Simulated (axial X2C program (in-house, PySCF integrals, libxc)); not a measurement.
**SeCu: relativistic diatomic calculation**

- system: SeCu. The reference is closed-shell SeCu⁺; the roots are the vertical energy changes on adding an electron to it, which gives states of SeCu. The distance is the PBE0 minimum at charge 0.
- method: EOM-EA-CCSD, two-component X2C with atomic mean-field Coulomb and Gaunt terms, Se dyall-acv3z, Cu dyall-acv3z (cores contracted) (axial X2C program (in-house, PySCF integrals, libxc))

## Input
```
{"zs": [34, 29], "q": 0, "bas": ["dyall-acv3z", "dyall-acv3z"], "r0": 2.22, "eom": "ea", "thr": -2.0, "nmax": 92, "grid": [1, 0.96, 1.045, 0.92, 1.09, 1.15]}
```

The line is the task of a batch: nuclear charges, charge, bases, a first guess of the distance and further settings. This report covers the levels named above. The log is that of the reference distance 2.175 Å.

Hardware: 1 thread of Arm Neoverse V1, 24 GiB of memory available, shared host.

Launched within a batch (the task file carries these settings):
```bash
python <driver script> task.json out
```

## The program's output
```
two-component X2C + atomic mean field  HF
basis functions 239  fitting functions 1303  grid points 5799
iter        total energy     max residual
   1      -4079.725690577     1.56e-01
   2      -4079.768121427     2.30e-02
   3      -4079.765144781     3.15e-02
   4      -4079.780005311     4.22e-03
   5      -4079.781111574     2.32e-03
   6      -4079.781560959     1.19e-03
   7      -4079.781650928     4.31e-04
   8      -4079.781656588     7.97e-05
   9      -4079.781657095     3.48e-05
  10      -4079.781657157     1.87e-05
  11      -4079.781657174     8.51e-06
  12      -4079.781657178     2.19e-06
  13      -4079.781657178     6.21e-07
converged
one-electron -6147.12026579  Coulomb 1982.09576918  exact exchange -153.24682260  xc functional 0.00000000  nuclear repulsion 239.89366895  atomic mean-field constant -1.40400691
correlated 16  virtual 328  natural virtual 88  E(MP2) -0.661553777  MP2 remainder -0.138086613
iter   CCSD correlation   residual
   1     -0.440470465   2.97e-01
   2     -0.473698133   2.27e-01
   3     -0.484077005   9.71e-02
   4     -0.487983240   7.31e-02
   5     -0.489605290   4.57e-02
   6     -0.491711966   2.82e-02
   7     -0.492220085   1.46e-02
   8     -0.491999289   8.84e-03
   9     -0.492527700   5.95e-03
  10     -0.492478186   3.84e-03
  11     -0.492444728   1.91e-03
  12     -0.492484773   1.15e-03
  13     -0.492464770   7.48e-04
  14     -0.492459698   4.12e-04
  15     -0.492461108   2.04e-04
  16     -0.492459911   1.12e-04
  17     -0.492459383   6.89e-05
  18     -0.492459072   4.76e-05
  19     -0.492457401   3.42e-05
  20     -0.492457383   2.29e-05
  21     -0.492456852   1.45e-05
  22     -0.492456485   7.92e-06
  23     -0.492456561   4.44e-06
  24     -0.492456552   2.65e-06
(T) -0.022448340691634372  T1 0.0539  D1 0.1147  max T2 0.268
EOM-EA-CCSD roots
2*Omega      energy/Eh   energy/eV  one-particle weight
    1      -0.20842727     -5.6716      0.928
    1      -0.20162504     -5.4865      0.006
    1      -0.13783818     -3.7508      0.002
    1      -0.13178527     -3.5861      0.003
    1      -0.11603822     -3.1576      0.930
    3      -0.29553551     -8.0419      0.923
    3      -0.13731904     -3.7366      0.000
    3      -0.11194073     -3.0461      0.793
    3      -0.09930539     -2.7022      0.097
    5      -0.10812524     -2.9422      0.000
    5      -0.09343998     -2.5426      0.000
    7      -0.02318613     -0.6309      0.000
```

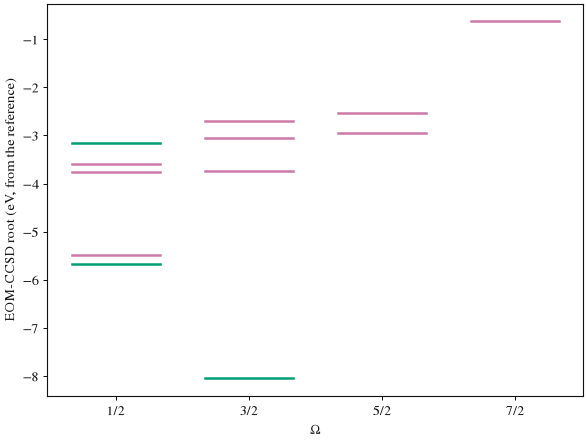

**Figure 1.** EOM-CCSD roots by Ω at 2.17 Å; roots whose one-particle weight is under 0.8 have the second colour. The lowest has Ω = 3/2 and lies at −8.042 eV, with one-particle weight 0.92. 9 of the 12 roots are less well described at this level.

## Summary

| quantity | value |
| --- | --- |
| outcome | converged |
| HF energy of the reference SeCu⁺ | −4079.78166 hartree |
| MP2 energy of the reference SeCu⁺ | −4080.44321 hartree |
| CCSD energy of the reference SeCu⁺ (with the MP2 share of the virtual spinors left out of the coupled-cluster step) | −4080.41220 hartree |
| CCSD(T) energy of the reference SeCu⁺ | −4080.43465 hartree |
| T1 diagnostic (spinor form; for a closed shell √2 times the usual value) | 0.054 |
| wall time | 28 s |
| peak memory | 1 GiB |
